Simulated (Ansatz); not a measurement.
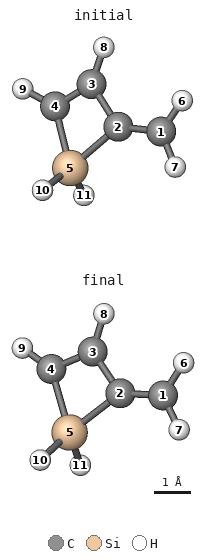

The structure of C$_{4}$H$_{6}$Si (coarse preliminary run) before (top) and after (bottom) a relaxation, at one scale.

A ball-and-stick model, seen at a tilt.

The start comes from a force field.

These are results of RKS PBE-D4/def2-SVP (Ansatz 0.2.0), not measurements. Set-up: force threshold 0.03 eV/Å; at most 200 steps.

Q: Describe what moved and what it gained.

A: The largest moves after the best rigid fit, 0.17 Å, are those of H10 and H11. By element the largest moves are H 0.17 Å, C 0.14 Å, Si 0.03 Å. Among the contacts that change: C3–C4 1.284 → 1.372 Å, C4–Si5 1.807 → 1.885 Å, Si5–H10 1.453 → 1.507 Å, C4–H9 1.153 → 1.099 Å. Bond angles that change, for instance: H10–Si5–H11 120.7° → 108.0°, C3–C4–Si5 101.7° → 91.2°, C4–C3–H8 137.9° → 127.6°. Over 7 accepted moves (8 points after the start) the energy falls by 83.1 kJ/mol. Largest force component: 8.1 eV/Å at the start, 0.012 eV/Å at the end. The line search rejected the trial step at point 4 of the run.
